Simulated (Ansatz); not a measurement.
# SiH4 (silane): CCSDT(Q)/6-31G

What is the energy change on altering one bond length of SiH4 (silane) at CCSDT(Q)/6-31G? 

Program for the calculation: Ansatz 0.2.0.

53 further runs of the same task are left out: 2 that didn't finish, 51 set aside as unsound or not needed.

## (1) Starting point

SiH4 has 5 atoms, charge 0, and is taken as a singlet. SMILES: `[SiH4]`. The shape is that of a PBE0-D4/def2-TZVP optimisation.

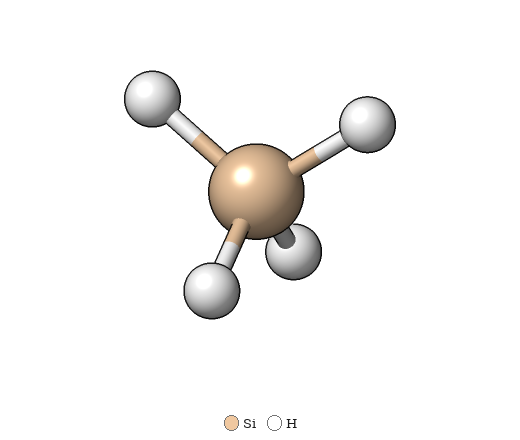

The structure, seen from a chosen angle (silicon light orange, hydrogen white).

## (2) The energy at CCSDT(Q)/6-31G

Input file in.yaml:

```yaml
crystal:
  periodic: [false, false, false]
  atoms:
    - {symbol: Si, position_ang: [-0.000000, 0.000000, -0.000100]}
    - {symbol: H, position_ang: [0.967600, -0.688400, 0.890900]}
    - {symbol: H, position_ang: [-1.331000, 0.044900, 0.656000]}
    - {symbol: H, position_ang: [-0.105100, -0.740300, -1.282600]}
    - {symbol: H, position_ang: [0.468500, 1.383800, -0.264200]}
basis:
  gaussian:
    orbitals: 6-31G
correlation:
  method: ccsdt_q
  frozen_orbitals: {H: 0, Si: 5}
accuracy: high
scf:
  omitted_lower_state_checks: [cluster_reference, increment]
```

Run with:

```sh
$ ansatz run in.yaml --threads 1 --pin off --max-ram 2610MiB --events-out events.jsonl --progress --plain --runs-dir runs
```

Output, shortened:

```text
Warning: RAYON_NUM_THREADS=1 ignored (pool sized by the plan → 1); use --threads N
Functional definition: HF
  name "HF"
[...]
483 factors; integrals over basis functions are off by at most 2.8e-9 eV
[...]
mean field -7923.24421812 eV, -291.1738544480 hartree, gradient 5.5e-9 eV, S^2 0.000000; 0 other end points of the search recorded, 0 dependent functions left out
5 core orbitals not correlated: weight in the atoms' cores, before any rotation towards them, 1.000 or more for the frozen orbitals, at most 0.000 for the correlated occupied ones
reference -7923.24421812 eV, -291.1738544480 hartree; 4, 4 occupied and 12, 12 virtual orbitals, 483 factors
second order -1.67406527 eV of doubles, -0.00000000 eV of singles
cycle   1  -2.10289111 eV  change   -4.3e-1 eV  update   5.4e-2
[...]
cycle  17  -2.34265485 eV  change  -6.2e-11 eV  update  4.9e-10
perturbative correction -0.00071722 eV, -0.0000263574 hartree
Total energy: -7925.58759019 eV, -291.2599717833 hartree
Checks for a lower state left out: cluster_reference, increment
```

It took 0.38 s on 1 thread of Arm Neoverse V1, shared host.

## (3) The distorted shape at the same level

Input file in.yaml:

```yaml
crystal:
  periodic: [false, false, false]
  atoms:
    - {symbol: Si, position_ang: [-0.241871, 0.172079, -0.222823]}
    - {symbol: H, position_ang: [0.967600, -0.688400, 0.890900]}
    - {symbol: H, position_ang: [-1.572871, 0.216979, 0.433277]}
    - {symbol: H, position_ang: [-0.346971, -0.568221, -1.505323]}
    - {symbol: H, position_ang: [0.226629, 1.555879, -0.486923]}
basis:
  gaussian:
    orbitals: 6-31G
correlation:
  method: ccsdt_q
  frozen_orbitals: {H: 0, Si: 5}
accuracy: high
scf:
  omitted_lower_state_checks: [cluster_reference, increment]
```

Run with:

```sh
$ ansatz run in.yaml --threads 1 --pin off --max-ram 2610MiB --events-out events.jsonl --progress --plain --runs-dir runs
```

Output, shortened:

```text
Warning: RAYON_NUM_THREADS=1 ignored (pool sized by the plan → 1); use --threads N
[... 2 set-up lines as earlier in the session ...]
[...]
480 factors; integrals over basis functions are off by at most 2.8e-9 eV
[...]
mean field -7922.48288603 eV, -291.1458760097 hartree, gradient 1.6e-8 eV, S^2 0.000000; 0 other end points of the search recorded, 0 dependent functions left out
5 core orbitals not correlated: weight in the atoms' cores, before any rotation towards them, 1.000 or more for the frozen orbitals, at most 0.000 for the correlated occupied ones
reference -7922.48288603 eV, -291.1458760097 hartree; 4, 4 occupied and 12, 12 virtual orbitals, 480 factors
second order -1.77125309 eV of doubles, -0.00000000 eV of singles
cycle   1  -2.24036107 eV  change   -4.7e-1 eV  update   6.2e-2
[...]
cycle  21  -2.53740653 eV  change  -1.5e-10 eV  update  1.5e-10
perturbative correction -0.00098296 eV, -0.0000361230 hartree
Total energy: -7925.02127552 eV, -291.2391601029 hartree
Checks for a lower state left out: cluster_reference, increment
```

Run time: 0.4 s. Hardware: 1 thread of Arm Neoverse V1, shared host.

## (4) What came out

Level: CCSDT(Q)/6-31G, 5 core orbitals frozen.

```
                                                          quantity          value
                                         first shape: total energy  -291.25997 Eh
          first shape: correlation energy (5 core orbitals frozen)      -86.1 mEh
                                        first shape: T1 diagnostic          0.008
                                     distorted shape: total energy  -291.23916 Eh
      distorted shape: correlation energy (5 core orbitals frozen)      -93.3 mEh
                                    distorted shape: T1 diagnostic          0.010
energy change with the Si1–H2 bond stretched from 1.485 to 1.856 Å       0.566 eV
```

**Reading.** With the Si1–H2 bond stretched from 1.485 to 1.856 Å the energy rises by 0.57 eV (13.1 kcal/mol). The first shape isn't relaxed at this level, so the change isn't measured from a minimum.
